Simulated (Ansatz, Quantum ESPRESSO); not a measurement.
# ScB2 (P6/mmm): zone-centre phonons, part 2 of 3

Wanted: the vibrations of ScB2 (P6/mmm) at Γ, by two programs.

Quantum ESPRESSO 7.5; DFT LDA, scalar-relativistic, plane waves, GBRV ultrasoft pseudopotentials.

So far. Step 2 (A probe with smearing): No gap opens on this mesh, so smearing is kept; the start stands at -9.6 GPa. Step 4 (Ground state): The cell stands at -0.053 GPa, close enough for phonons. The relaxed cell has a = 3.103, c = 3.454 Å (conventional setting).

## Step 5: Linear response at Γ

At q = 0 one unit cell holds all displacements; symmetry groups them into irreducible representations that are solved one by one. With smeared occupations no response to a homogeneous field can be asked.

File ph.in:

```
phonons
&INPUTPH
  prefix       = 'x'
  outdir       = './tmp'
  fildyn       = 'g.dyn'
  tr2_ph       = 1.0d-18
  alpha_mix(1) = 0.4
  nmix_ph      = 8
/
0.000000000000 0.000000000000 0.000000000000
```

Started as:

```console
$ OMP_NUM_THREADS=1 mpirun -n 4 ph.x -nk 4 -in ph.in > ph.out
```

Output:

```text
[banners, grids, parts of the stress and lines that vanish by symmetry left out]
[banner, memory and clock lines left out]
Program PHONON v.7.5

     ./tmp/x.save/

     IMPORTANT: XC functional enforced from input :
     Exchange-correlation= PZ
                           (   1   1   0   0   0   0   0)
     Any further DFT definition will be discarded
     Please, verify this is what you really want

     G-vector sticks info

     Check: negative core charge=   -0.000003
     Reading collected, re-writing distributed wavefunctions in ./tmp/

     Number and degeneracy of irreps per q-point
       N         xq(1)         xq(2)         xq(3)   N irreps
       1   0.000000000   0.000000000   0.000000000       6
        1   2   1   1   2   2

     Calculation of q =    0.0000000   0.0000000   0.0000000

     phonons

     bravais-lattice index     =            0
     lattice parameter (alat)  =       5.8631  a.u.
     unit-cell volume          =     194.3169 (a.u.)^3
     number of atoms/cell      =            3
     number of atomic types    =            2
     kinetic-energy cut-off    =      40.0000  Ry
     charge density cut-off    =     240.0000  Ry
     convergence threshold     =      1.0E-18
     beta                      =       0.4000
     number of iterations used =            8
     Exchange-correlation= PZ
                           (   1   1   0   0   0   0   0)

     celldm(1)=    5.86311  celldm(2)=    0.00000  celldm(3)=    0.00000
     celldm(4)=    0.00000  celldm(5)=    0.00000  celldm(6)=    0.00000

     crystal axes: (cart. coord. in units of alat)
               a(1) = (  1.0000  0.0000  0.0000 )
               a(2) = ( -0.5000  0.8660  0.0000 )
               a(3) = (  0.0000  0.0000  1.1133 )

     reciprocal axes: (cart. coord. in units 2 pi/alat)
               b(1) = (  1.0000  0.5774 -0.0000 )
               b(2) = (  0.0000  1.1547  0.0000 )
               b(3) = (  0.0000 -0.0000  0.8983 )

     Atoms inside the unit cell:

     Cartesian axes

     site n.  atom      mass           positions (alat units)
        1  Sc     44.9559   tau(    1) = (    0.00000    0.00000    0.00000  )
        2  B      10.8100   tau(    2) = (   -0.00000    0.57735    0.55663  )
        3  B      10.8100   tau(    3) = (    0.50000    0.28868    0.55663  )

     Computing dynamical matrix for
                    q = (   0.0000000   0.0000000   0.0000000 )

     25 Sym.Ops. (with q -> -q+G )

     G cutoff =  208.9817  (  12231 G-vectors)     FFT grid: ( 30, 30, 36)
     G cutoff =  139.3211  (   6633 G-vectors)  smooth grid: ( 24, 24, 27)

     number of k points=   114  Marzari-Vanderbilt smearing, width (Ry)=  0.0200

     PseudoPot. # 1 for Sc read from file:
     ./pseudo/Sc.upf
     Pseudo is Ultrasoft + core correction, Zval = 11.0
     Using radial grid of  849 points,  6 beta functions with:
                l(1) =   0
                l(2) =   0
                l(3) =   1
                l(4) =   1
                l(5) =   2
                l(6) =   2
     Q(r) pseudized with  6 coefficients,  rinner =    1.200   1.200   1.200
                                                       1.200   1.200

     PseudoPot. # 2 for B  read from file:
     ./pseudo/B.upf
     Pseudo is Ultrasoft + core correction, Zval =  3.0
     Using radial grid of  781 points,  4 beta functions with:
                l(1) =   0
                l(2) =   0
                l(3) =   1
                l(4) =   1
     Q(r) pseudized with  8 coefficients,  rinner =    1.100   1.100   1.100

     Mode symmetry, D_6h(6/mmm) point group:

     Atomic displacements:
     There are    6 irreducible representations

     Representation     1      1 modes -  To be done

     Representation     2      2 modes -  To be done

     Representation     3      1 modes -  To be done

     Representation     4      1 modes -  To be done

     Representation     5      2 modes -  To be done

     Representation     6      2 modes -  To be done

     Alpha used in Ewald sum =   2.4000

     Representation #   1 mode #   1

     Self-consistent Calculation
      iter #   1   av.it.:   4.1
      thresh= 1.000E-02 alpha_mix =  0.400 |ddv_scf|^2 =  1.092E-07
      iter #   2   av.it.:   9.0
      thresh= 3.305E-05 alpha_mix =  0.400 |ddv_scf|^2 =  3.371E-08
      iter #   3   av.it.:   9.2
      thresh= 1.836E-05 alpha_mix =  0.400 |ddv_scf|^2 =  7.021E-10
      iter #   4   av.it.:   9.0
      thresh= 2.650E-06 alpha_mix =  0.400 |ddv_scf|^2 =  2.037E-13
      iter #   5   av.it.:   9.8
      thresh= 4.513E-08 alpha_mix =  0.400 |ddv_scf|^2 =  4.135E-14
      iter #   6   av.it.:   8.7
      thresh= 2.033E-08 alpha_mix =  0.400 |ddv_scf|^2 =  5.889E-18
      iter #   7   av.it.:   9.1
      thresh= 2.427E-10 alpha_mix =  0.400 |ddv_scf|^2 =  1.915E-18
      iter #   8   av.it.:   8.9
      thresh= 1.384E-10 alpha_mix =  0.400 |ddv_scf|^2 =  4.018E-22

     End of self-consistent calculation

     Convergence has been achieved

     Representation #   2 modes #   2   3

     Self-consistent Calculation
      iter #   1   av.it.:   4.9
      thresh= 1.000E-02 alpha_mix =  0.400 |ddv_scf|^2 =  2.485E-07
      iter #   2   av.it.:  10.2
      thresh= 4.985E-05 alpha_mix =  0.400 |ddv_scf|^2 =  3.705E-08
      iter #   3   av.it.:  10.5
      thresh= 1.925E-05 alpha_mix =  0.400 |ddv_scf|^2 =  8.800E-10
      iter #   4   av.it.:  10.4
      thresh= 2.966E-06 alpha_mix =  0.400 |ddv_scf|^2 =  1.126E-12
      iter #   5   av.it.:  11.0
      thresh= 1.061E-07 alpha_mix =  0.400 |ddv_scf|^2 =  1.993E-13
      iter #   6   av.it.:  11.4
      thresh= 4.464E-08 alpha_mix =  0.400 |ddv_scf|^2 =  2.065E-15
[...]
End of self-consistent calculation

     Convergence has been achieved

     Representation #   3 mode #   4

     Self-consistent Calculation
[...]
End of self-consistent calculation

     Convergence has been achieved

     Representation #   4 mode #   5

     Self-consistent Calculation
[...]
End of self-consistent calculation

     Convergence has been achieved

     Representation #   5 modes #   6   7

     Self-consistent Calculation
[...]
End of self-consistent calculation

     Convergence has been achieved

     Representation #   6 modes #   8   9

     Self-consistent Calculation
[...]
iter #   3   av.it.:  11.0
      thresh= 7.359E-05 alpha_mix =  0.400 |ddv_scf|^2 =  4.367E-09
      iter #   4   av.it.:  11.6
      thresh= 6.609E-06 alpha_mix =  0.400 |ddv_scf|^2 =  7.837E-12
      iter #   5   av.it.:  11.0
      thresh= 2.799E-07 alpha_mix =  0.400 |ddv_scf|^2 =  1.910E-12
      iter #   6   av.it.:  11.1
      thresh= 1.382E-07 alpha_mix =  0.400 |ddv_scf|^2 =  2.593E-14
      iter #   7   av.it.:  11.7
      thresh= 1.610E-08 alpha_mix =  0.400 |ddv_scf|^2 =  2.895E-17
      iter #   8   av.it.:  10.6
      thresh= 5.381E-10 alpha_mix =  0.400 |ddv_scf|^2 =  8.704E-18
      iter #   9   av.it.:  11.0
      thresh= 2.950E-10 alpha_mix =  0.400 |ddv_scf|^2 =  9.750E-21

     End of self-consistent calculation

     Convergence has been achieved

     Number of q in the star =    1
     List of q in the star:
          1   0.000000000   0.000000000   0.000000000

     Diagonalizing the dynamical matrix

     q = (    0.000000000   0.000000000   0.000000000 )

 **************************************************************************
     freq (    1) =      -0.240797 [THz] =      -8.032111 [cm-1]
     freq (    2) =      -0.240797 [THz] =      -8.032111 [cm-1]
     freq (    3) =      -0.230923 [THz] =      -7.702773 [cm-1]
     freq (    4) =      12.990357 [THz] =     433.311669 [cm-1]
     freq (    5) =      12.990357 [THz] =     433.311669 [cm-1]
     freq (    6) =      13.246937 [THz] =     441.870249 [cm-1]
     freq (    7) =      18.862097 [THz] =     629.171826 [cm-1]
     freq (    8) =      24.351281 [THz] =     812.271318 [cm-1]
     freq (    9) =      24.351281 [THz] =     812.271318 [cm-1]
 **************************************************************************

     Mode symmetry, D_6h(6/mmm) point group:

     freq (   1-   2) =         -8.0  [cm-1]   --> E_1u            I
     freq (   3-   3) =         -7.7  [cm-1]   --> A_2u            I
     freq (   4-   5) =        433.3  [cm-1]   --> E_1u            I
     freq (   6-   6) =        441.9  [cm-1]   --> A_2u            I
     freq (   7-   7) =        629.2  [cm-1]   --> B_1g
     freq (   8-   9) =        812.3  [cm-1]   --> E_2g            R
```

The job ended after 2.7 min (4 MPI ranks of Arm Neoverse N1, shared host; 11 min of CPU time).

This step gave:

```yaml
largest_acoustic_frequency_at_the_zone_centre_before_the_sum_rule: -8.03 cm⁻¹
highest_optical_zone_centre_mode_no_lo_to_term: 812.3 cm⁻¹
lowest_optical_zone_centre_mode: 433.3 cm⁻¹
```

The acoustic modes at Γ come out as far as 8.0 cm⁻¹ from zero, where they should vanish, a small numerical error.

## Step 6: Zone-centre analysis

A rigid shift of the crystal must cost nothing, but grids and finite bases break this; the acoustic sum rule is imposed before the matrix is diagonalised again.

File dynmat.in:

```
&INPUT
  fildyn = 'g.dyn'
  asr    = 'crystal'
  fileig = 'dynmat.eig'
/
```

Started as:

```console
$ dynmat.x -in dynmat.in > dynmat.out
```

Output:

```text
[banner, memory and clock lines left out]
Program DYNMAT v.7.5

     Reading Dynamical Matrix from file g.dyn
     ...Force constants read
     ...epsilon and Z* not read (not found on file)
     Acoustic Sum Rule: || Z*(ASR) - Z*(orig)|| =    0.000000E+00
     Acoustic Sum Rule: ||dyn(ASR) - dyn(orig)||=    2.206111E-04
     A direction for q was not specified:TO-LO splitting will be absent

     Polarizability (A^3 units)
     multiply by 1.000000 for Clausius-Mossotti correction
         0.000000    0.000000    0.000000
         0.000000    0.000000    0.000000
         0.000000    0.000000    0.000000

     IR activities are in (D/A)^2/amu units

# mode   [cm-1]    [THz]      IR
    1     -0.00   -0.0000    0.0000
    2      0.00    0.0000    0.0000
    3      0.00    0.0000    0.0000
    4    433.40   12.9929    0.0000
    5    433.40   12.9929    0.0000
    6    441.97   13.2499    0.0000
    7    629.17   18.8621    0.0000
    8    812.27   24.3513    0.0000
    9    812.27   24.3513    0.0000

[end of the log left out, with the tail of the file of modes that dynmat.x writes under the same name]
```

Run time: 0.48 s. Hardware: 1 thread.

Read from the output:

```yaml
lowest_optical_zone_centre_mode: 433.4 cm⁻¹
```

Unit eigenvectors of the mass-weighted matrix after the sum rule; no LO-TO term. The modes at Γ (shares of kinetic energy by element, %):

| mode | frequency (cm⁻¹) | symmetry | Sc % | B % |
| --- | --- | --- | --- | --- |
| 1 | 0.0 | acoustic | 68 | 32 |
| 2 | 0.0 | acoustic | 68 | 32 |
| 3 | 0.0 | acoustic | 68 | 32 |
| 4 | 433.4 | E1u | 32 | 68 |
| 5 | 433.4 | E1u | 32 | 68 |
| 6 | 442.0 | A2u | 32 | 68 |
| 7 | 629.2 | B1g | 0 | 100 |
| 8 | 812.3 | E2g | 0 | 100 |
| 9 | 812.3 | E2g | 0 | 100 |

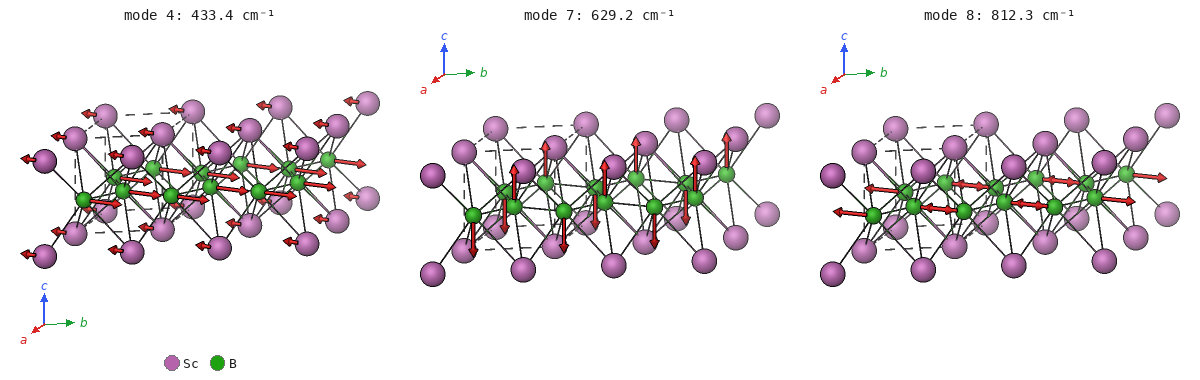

Displacement patterns of modes 4, 7 and 8 at Γ; arrows are exaggerated. 2×3×1 cells are drawn. Some periodic images of atoms are drawn too.

The rule moves no optical mode by more than 0.2 cm⁻¹.

## Step 7: Sum rules set otherwise: a sum rule for molecules or wires on a crystal

This rule also removes rotations, which suits molecules and not a crystal; it is tried to see the harm.

File dynmat.in:

```
&INPUT
  fildyn = 'g.dyn'
  asr    = 'zero-dim'
  fileig = 'dynmat.eig'
/
```

Started as:

```console
$ dynmat.x -in dynmat.in > dynmat.out
```

Output:

```text
[banner, memory and clock lines left out]
Program DYNMAT v.7.5

     Reading Dynamical Matrix from file g.dyn
     ...Force constants read
     ...epsilon and Z* not read (not found on file)
     Acoustic Sum Rule: || Z*(ASR) - Z*(orig)|| =    0.000000E+00
     Acoustic Sum Rule: ||dyn(ASR) - dyn(orig)||=    6.664837E-01
     A direction for q was not specified:TO-LO splitting will be absent

     Polarizability (A^3 units)
     multiply by 1.000000 for Clausius-Mossotti correction
         0.000000    0.000000    0.000000
         0.000000    0.000000    0.000000
         0.000000    0.000000    0.000000

     IR activities are in (D/A)^2/amu units

# mode   [cm-1]    [THz]      IR
    1     -0.00   -0.0000    0.0000
    2     -0.00   -0.0000    0.0000
    3      0.00    0.0000    0.0000
    4      0.00    0.0000    0.0000
    5      0.00    0.0000    0.0000
    6      0.00    0.0000    0.0000
    7    438.16   13.1357    0.0000
    8    631.44   18.9302    0.0000
    9    812.27   24.3513    0.0000

[end of the log left out, with the tail of the file of modes that dynmat.x writes under the same name]
```

It took 0.48 s on 1 thread.

The program raised no error, yet the settings are not those of a careful run.

The fault: a sum rule for molecules or wires on a crystal; 3 optical modes are projected out to zero frequency, as if they were rotations.

For a crystal the rule has to be 'simple' or 'crystal'.

Zone-centre frequencies as printed; negative means imaginary. Modes:

| mode | frequency (cm⁻¹) |
| --- | --- |
| 1 | 0 |
| 2 | 0 |
| 3 | 0 |
| 4 | 0 |
| 5 | 0 |
| 6 | 0 |
| 7 | 438.2 |
| 8 | 631.4 |
| 9 | 812.3 |

## Step 8: Sum rules set otherwise (asr no)

Without the rule the raw error of the acoustic modes shows.

File dynmat.in:

```
&INPUT
  fildyn = 'g.dyn'
  asr    = 'no'
  fileig = 'dynmat.eig'
/
```

Started as:

```console
$ dynmat.x -in dynmat.in > dynmat.out
```

Output:

```text
[banner, memory and clock lines left out]
Program DYNMAT v.7.5

     Reading Dynamical Matrix from file g.dyn
     ...Force constants read
     ...epsilon and Z* not read (not found on file)
     A direction for q was not specified:TO-LO splitting will be absent

     Polarizability (A^3 units)
     multiply by 1.000000 for Clausius-Mossotti correction
         0.000000    0.000000    0.000000
         0.000000    0.000000    0.000000
         0.000000    0.000000    0.000000

     IR activities are in (D/A)^2/amu units

# mode   [cm-1]    [THz]      IR
    1     -8.03   -0.2408    0.0000
    2     -8.03   -0.2408    0.0000
    3     -7.70   -0.2309    0.0000
    4    433.31   12.9904    0.0000
    5    433.31   12.9904    0.0000
    6    441.87   13.2469    0.0000
    7    629.17   18.8621    0.0000
    8    812.27   24.3513    0.0000
    9    812.27   24.3513    0.0000

[cm-1]
[end of the log left out, with the tail of the file of modes that dynmat.x writes under the same name]
```

The job ended after 0.48 s (1 thread).

Read from the output:

| Property | Result |
| --- | --- |
| lowest optical zone-centre mode | 433.3 cm⁻¹ |

Zone-centre frequencies as printed; negative means imaginary. Modes:

| mode | frequency (cm⁻¹) |
| --- | --- |
| 1 | -8.03 |
| 2 | -8.03 |
| 3 | -7.7 |
| 4 | 433.3 |
| 5 | 433.3 |
| 6 | 441.9 |
| 7 | 629.2 |
| 8 | 812.3 |
| 9 | 812.3 |

Against the first rule no mode moves by more than 8.1 cm⁻¹.

(Part 2 of 3 ends here.)

[Host names and launcher messages were left out of these logs when they were recorded.]

[Logs are printed without paths, hosts, clocks, repeated set-up lines and the standing remarks that a program may print on its own settings, such as how far it seeks lower states.]

[Hosts, paths, dates, database ids (printed as entryN), source tags and the programs' standing remarks are cut or masked in the printed files.]
